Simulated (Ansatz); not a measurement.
# Quasiparticle gap of Cd5B3ClO9 (Cm), part 2 of 3

How far does one-shot GW move the PBE gap of Cd5B3ClO9 (Cm)?

Ansatz 0.2.0; PBE, then G0W0 on it, plane waves, PAW. Known limits of the many-body steps: finite bands, screening cutoff and k mesh; no spin-orbit coupling in G0W0; d shells not analysed.

So far. Step 3 (Bands along the symmetry lines): Over mesh and path the gap is 1.983 eV, from k = (0.000, 0.000, -0.400) to k = Γ. The least direct gap found is 2.045 eV, at k = Γ. On the 4×4×6 mesh alone the same run gives 1.985 eV, so that mesh misses an edge of PBE: 1.985 − 1.983 = +0.002 eV. The pressure in this cell is 5 GPa; the cell is kept.

## 4. One-shot GW

G0W0 replaces the xc potential by a self-energy built once from the orbitals of the start. Levels are corrected in the window of bands that the input names, at points of the mesh.

This step: G0W0 on PBE, plane waves, PAW; PAW set soft_1.

The input, input.yaml:

```yaml
crystal:
  lattice:
    - [4.086, -8.0305, 0.0]
    - [4.086, 8.0305, 0.0]
    - [-0.5610688069, 0.0, 3.4284942182]
  atoms:
    - { symbol: Cd, position: [0.9903899046, 0.7342556792, 0.5662659888] }
    - { symbol: Cd, position: [0.7342556792, 0.9903899046, 0.5662659888] }
    - { symbol: Cd, position: [0.3113911839, 0.6630019832, 0.9124457693] }
    - { symbol: Cd, position: [0.6630019832, 0.3113911839, 0.9124457693] }
    - { symbol: Cd, position: [0.2871762088, 0.2871762088, 0.3102574688] }
    - { symbol: B, position: [0.6210609171, 0.6210609171, 0.9737592675] }
    - { symbol: B, position: [0.972075933, 0.3689018994, 0.3370010488] }
    - { symbol: B, position: [0.3689018994, 0.972075933, 0.3370010488] }
    - { symbol: Cl, position: [0.049188481, 0.049188481, 0.7118210963] }
    - { symbol: O, position: [0.7759792855, 0.623579409, 0.0193502893] }
    - { symbol: O, position: [0.623579409, 0.7759792855, 0.0193502893] }
    - { symbol: O, position: [0.4502306784, 0.4502306784, 0.8744954667] }
    - { symbol: O, position: [0.1618372402, 0.4552599818, 0.3467663233] }
    - { symbol: O, position: [0.4552599818, 0.1618372402, 0.3467663233] }
    - { symbol: O, position: [0.1966350256, 0.8360258997, 0.1252240285] }
    - { symbol: O, position: [0.8360258997, 0.1966350256, 0.1252240285] }
    - { symbol: O, position: [0.9120354728, 0.4534148167, 0.5549599024] }
    - { symbol: O, position: [0.4534148167, 0.9120354728, 0.5549599024] }
kpoints:
  mp_grid: { grid: [2, 2, 4] }
hamiltonian:
  xc: pbe
  pseudopotentials: { kind: paw, azcp: { folder: soft_1 } }
scf:
  occupations: { method: fixed }
gw:
  n_empty_bands: 1033
  ecut_chi: 160.0
  qp_bands: [v4, c4]
  qp_kpoints: band_edges
  screening: { model: contour_deformation }
```

Launch:

```sh
$ ansatz run input.yaml --threads 2 --pin off --max-ram 92160MiB --backend cuda --events-out ev --progress --plain --runs-dir out --devices 1 --max-vram 13GiB
```

Numbers of over 12 decimals in the logs are rounded to 6 here.

Log:

```text
GPUs: using 1 of 1 available (devices: 1).
[...]
GPU FFT provider: cuFFT
GPU libraries: cuBLAS 13.8.2, cuFFT 12.4.0, cuSOLVER 12.3.4
Crystal: 18 atoms, lattice volume = 224.996 Å³
Basis set: ecut = 420 eV, 4399 PW (Γ)
Bands: 103, of which v1, the nominal top of the filled ones, is band 85 counted from 1 (84 counted from 0)
Symmetry: 2 space group operations
[...]
k-points: 9 of 16 (time reversal used)
[...]
GPU buffer pool allocated for 98304 grid points (all kernels)
[...]
SCF iter   1: F=—  HF=-47940.488101 eV  |F-HF|=—  |Δ(HF+E_count)|=         —  Δρ=9.48e-2  dr2=1.84e1  ethr=3.10e-3  ⟨swp⟩=5.0  Hψ=2802  notcnv=0  defer=141
[...]
SCF iter  11: F=-47934.093513 eV  HF=-47934.093513 eV  |F-HF|=4.29e-8  |Δ(HF+E_count)|=   4.59e-7  Δρ=7.20e-6  dr2=9.96e-8  ethr=5.88e-11  ⟨swp⟩=11.8  Hψ=3967  notcnv=0
SCF 1 converged in 11 iterations: F = -47934.093513 eV  dr2 = 9.96e-8
[...]
the band table was solved once the SCF had ended and its energy, with any forces and stress, was formed, with the checks that follow a solve (3383 applications of the Hamiltonian). They found nothing against the state; the energy, forces and stress were not computed again (output.eigenvalues in the input reference)
[...]
G₀W₀ screening: q 1/9
[... further progress lines ...]
[...]
SCF converged after 11 iterations
Free energy (F): -47934.093513 eV
[...]
Internal energy: -47934.093513 eV  (E = F + TS)
E sigma→0 (E₀):  -47934.093513 eV
Fermi energy:    8.408493 eV
[...]
--- Band table (eV; the first three rows and the last of 9) ---
  k-point 0: bands = [... 81 lower, 7.8611, 7.9874, 8.2094, 8.3481, 10.3931, 13.0114, 13.3064, 13.5003, ... 14 higher]
  k-point 1: bands = [... 81 lower, 7.7518, 8.0543, 8.0872, 8.3819, 11.8649, 13.6533, 13.6917, 13.9737, ... 14 higher]
  k-point 2: bands = [... 81 lower, 7.8947, 7.9022, 8.1858, 8.4085, 13.1012, 13.5160, 13.9646, 14.1072, ... 14 higher]
  k-point 8: bands = [... 81 lower, 7.7706, 7.8560, 8.2267, 8.3343, 13.2291, 13.7122, 13.7540, 13.8392, ... 14 higher]
--- G₀W₀: contour deformation, 7 samples at zero and on the imaginary axis and 2 off it, 16 q-points, 1033 empty bands' worth ---
  eigenvalues of the whole cell's RPA ε∞ on this k-mesh (on a slab, of 1 + 4πα/V) = 3.5374, 3.7958, 3.9527; static W/v taken at q = 0 is 0.266988
  gw.qp_kpoints: band_edges: 9 of 9 stored k-points solved, in 1 pass; an edge of the gap read off the rows below is read off those points alone
    ik  band        ε_KS         Σx   Σc(E_QP)       V_xc       Z   E_QP_lin       E_QP  E_QP is
     0    82      7.8611   -27.6276     3.9884   -22.6332  0.7696     6.8409     6.8551  root
     0    83      7.9874   -26.9113     4.5730   -21.3296  0.7546     6.9615     6.9788  root
     0    84      8.2094   -27.3819     4.5676   -21.8530  0.7544     7.2326     7.2482  root
     0    85      8.3481   -27.3547     4.6359   -21.8067  0.7518     7.4224     7.4360  root
     0    86     10.3931   -10.3192    -3.6594   -14.5462  0.8268    10.9631    10.9608  root
     0    87     13.0114    -9.3278    -4.0658   -14.0892  0.8203    13.7119    13.7071  root
     0    88     13.3064   -12.5118    -3.9757   -17.4688  0.7975    14.2991    14.2877  root
     0    89     13.5003   -10.7415    -4.2429   -15.8693  0.8125    14.3935    14.3852  root
     1    82      7.7518   -27.0606     4.3460   -21.7553  0.7574     6.7778     6.7925  root
     1    83      8.0543   -27.0247     4.5511   -21.5158  0.7527     7.0808     7.0966  root
     1    84      8.0872   -27.1392     4.6920   -21.4847  0.7513     7.1090     7.1248  root
     1    85      8.3819   -27.4728     4.5859   -21.9626  0.7541     7.4438     7.4576  root
     1    86     11.8649   -11.2225    -3.8254   -15.7955  0.8157    12.6173    12.6124  root
     1    87     13.6533   -11.9304    -4.2510   -17.1950  0.7998    14.6799    14.6669  root
     1    88     13.6917   -10.6703    -4.4535   -16.0521  0.8091    14.6301    14.6199  root
     1    89     13.9737   -11.1122    -4.3937   -16.4748  0.8068    14.9537    14.9426  root
     2    82      7.8947   -26.6539     4.6674   -21.0294  0.7485     6.9212     6.9376  root
     2    83      7.9022   -27.3058     4.4219   -21.9272  0.7563     6.9307     6.9455  root
     2    84      8.1858   -27.4648     4.7141   -21.7901  0.7530     7.2101     7.2253  root
     2    85      8.4085   -27.5375     4.4076   -22.1984  0.7586     7.4636     7.4770  root
     2    86     13.1012    -9.3224    -4.4095   -14.5599  0.8207    13.9363    13.9293  root
     2    87     13.5160    -9.7456    -4.5253   -15.1782  0.8125    14.4328    14.4233  root
     2    88     13.9646   -10.6414    -4.5525   -16.1767  0.8080    14.9594    14.9473  root
     2    89     14.1072   -10.5527    -4.4786   -15.9936  0.8060    15.0809    15.0694  root
     3    82      7.8232   -27.6989     4.1843   -22.5421  0.7640     6.8366     6.8507  root
     3    83      7.9804   -27.2038     4.5256   -21.7208  0.7553     7.0081     7.0230  root
     3    84      8.2891   -27.3350     4.5729   -21.8214  0.7541     7.3339     7.3485  root
     3    85      8.3322   -27.4148     4.6652   -21.8232  0.7519     7.3916     7.4058  root
     3    86     11.7955   -11.3687    -3.5971   -15.6561  0.8148    12.4898    12.4858  root
     3    87     11.9537   -11.6666    -3.6222   -16.0072  0.8142    12.6765    12.6721  root
     3    88     12.9772   -11.1434    -3.9151   -15.8609  0.8100    13.7864    13.7795  root
     3    89     13.1889   -10.6522    -4.1929   -15.6595  0.8136    14.0105    14.0034  root
     4    82      7.7008   -27.1830     4.3446   -21.8624  0.7586     6.7094     6.7249  root
     4    83      7.9199   -26.7747     4.6710   -21.1183  0.7505     6.9174     6.9346  root
     4    84      8.2135   -27.3112     4.6106   -21.7723  0.7526     7.2710     7.2852  root
     4    85      8.3509   -27.6851     4.5606   -22.1856  0.7560     7.3980     7.4121  root
     4    86     12.4461   -11.3411    -3.9415   -16.1020  0.8119    13.2719    13.2654  root
     4    87     13.0237   -11.7533    -3.9971   -16.6396  0.8066    13.9215    13.9129  root
     4    88     13.4970   -11.1065    -4.2765   -16.2830  0.8083    14.4062    14.3970  root
     4    89     13.9143   -10.8176    -4.4629   -16.2345  0.8082    14.8793    14.8684  root
[...]
7    86     12.5019   -11.4243    -3.8858   -16.1262  0.8108    13.3245    13.3179  root
     7    87     12.6845   -11.1031    -4.0299   -15.9452  0.8129    13.5032    13.4966  root
     7    88     13.5927   -11.3747    -4.3330   -16.6804  0.8048    14.5766    14.5654  root
     7    89     14.0295   -10.7209    -4.4627   -16.1243  0.8074    14.9809    14.9702  root
     8    82      7.7706   -26.2206     4.6897   -20.5545  0.7468     6.7765     6.7942  root
     8    83      7.8560   -27.3954     4.3716   -22.0649  0.7590     6.8828     6.8972  root
     8    84      8.2267   -27.6314     4.7475   -21.9270  0.7529     7.2547     7.2699  root
     8    85      8.3343   -27.5958     4.5334   -22.1355  0.7555     7.3937     7.4075  root
     8    86     13.2291    -9.0850    -4.5082   -14.4546  0.8194    14.0983    14.0905  root
     8    87     13.7122    -9.9501    -4.6041   -15.4906  0.8105    14.6592    14.6485  root
     8    88     13.7540   -11.0082    -4.4705   -16.4680  0.8067    14.7554    14.7434  root
     8    89     13.8392   -10.1857    -4.4622   -15.5697  0.8124    14.7706    14.7609  root
```

The job ended after 83 s (1 × NVIDIA H100 80GB HBM3 (shared by 6 runs) with 2 threads of AMD EPYC 7R13 (Zen 3), shared host; peak memory 3.7 GiB; 2.3 min of CPU time).

This step gave:

* bands summed: 1118
* RPA ε∞ on this mesh (eigenvalues): 3.537, 3.796, 3.953
* plane waves in the screening matrix: 1051
* q-points in the mesh: 16
* G0W0 gap over the corrected points: 3.484 eV
* k of the valence top: 0, 0, -0.5
* k of the conduction bottom: 0, 0, 0
* starting gap on the mesh: 1.985 eV
* Z at the valence top: 0.7586
* Z at the conduction bottom: 0.8268
* least direct G0W0 gap over the corrected points: 3.525 eV

Over all 9 irreducible mesh points the G0W0 gap is 3.484 eV, from k = (0.000, 0.000, -0.500) to k = Γ. The PBE gap of this run on the mesh is 1.985 eV. The two states that bound the G0W0 gap lie that far apart at the start, so the correction of the gap is 3.484 − 1.985 = +1.499 eV. The start of this run differs from the step before in mesh (4×4×6 and 2×2×4).

Labels follow the order of the start: v1 is the top filled band, c1 the lowest empty one; levels that stay degenerate share a row, the window can cut a multiplet, doubted levels are not marked in this list, bands outside the window were not corrected, and the list may be a part of the corrected levels. Levels before and after the correction, in eV, zero at the valence-band top of each column:

```csv
,conduction bottom,valence top
Kohn-Sham,1.98,0.00
G0W0,3.48,0.00
```

```csv
,level,occupation,energy (eV)
Kohn-Sham,Γ v3,2,-0.421
Kohn-Sham,Γ v2,2,-0.199
Kohn-Sham,Γ v1,2,-0.060
Kohn-Sham,Γ c1,0,1.985
Kohn-Sham,Γ c2,0,4.603
Kohn-Sham,Γ c3,0,4.898
Kohn-Sham,(0 0 -0.5) v3,2,-0.506
Kohn-Sham,(0 0 -0.5) v2,2,-0.223
Kohn-Sham,(0 0 -0.5) v1,2,0.000
Kohn-Sham,(0 0 -0.5) c1,0,4.693
Kohn-Sham,(0 0 -0.5) c2,0,5.108
Kohn-Sham,(0 0 -0.5) c3,0,5.556
G0W0,Γ v3,2,-0.498
G0W0,Γ v2,2,-0.229
G0W0,Γ v1,2,-0.041
G0W0,Γ c1,0,3.484
G0W0,Γ c2,0,6.230
G0W0,Γ c3,0,6.811
G0W0,(0 0 -0.5) v3,2,-0.532
G0W0,(0 0 -0.5) v2,2,-0.252
G0W0,(0 0 -0.5) v1,2,0.000
G0W0,(0 0 -0.5) c1,0,6.452
G0W0,(0 0 -0.5) c2,0,6.946
G0W0,(0 0 -0.5) c3,0,7.470
```

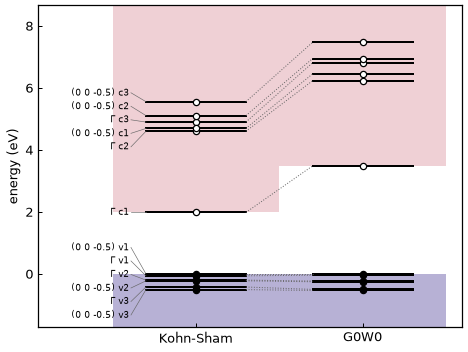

Levels before and after the correction. Shaded: valence and conduction bands. Filled marks are occupied levels, open marks empty ones.

The parts of the quasiparticle energy for the two states that bound the G0W0 gap, in eV on the run's own scale (QP = start + Σx + Σc − Vxc, with Σc at the quasiparticle energy):

```csv
edge,k,band,start,Σx,Σc,Vxc,Z,QP
valence top,"(0.000, 0.000, -0.500)",85,8.409,−27.538,4.408,−22.198,0.759,7.477
conduction bottom,Γ,86,10.393,−10.319,−3.659,−14.546,0.827,10.961
```

[end of part 2 of 3]

[Paths, hosts, dates, memory and timing lines, banners, echoed tables and standing remarks are left out of the program output.]

[Logs are printed without paths, hosts, clocks, repeated set-up lines and the standing remarks that a program may print on its own settings, such as how far it seeks lower states.]

[Runs of the session that timed out or met a known fault of the program may be left out.]

[Cells called generated may have been cut or substituted from an entry of the Crystallography Open Database or the Materials Project.]

[Hosts, paths, dates, database ids (printed as entryN), source tags and the programs' standing remarks are cut or masked in the printed files.]

[Where an RPA ε∞ is given, it is that of the G0W0 mesh and is not shown converged in it. Names of k-points follow the symmetry that the program found, which can be lower than the space group named. Band edges on a path are those of the sampled points; other points can move an edge, and change direct to indirect where valleys lie close.]

[Hybrid gaps are those of their k-mesh and are not shown converged in it.]
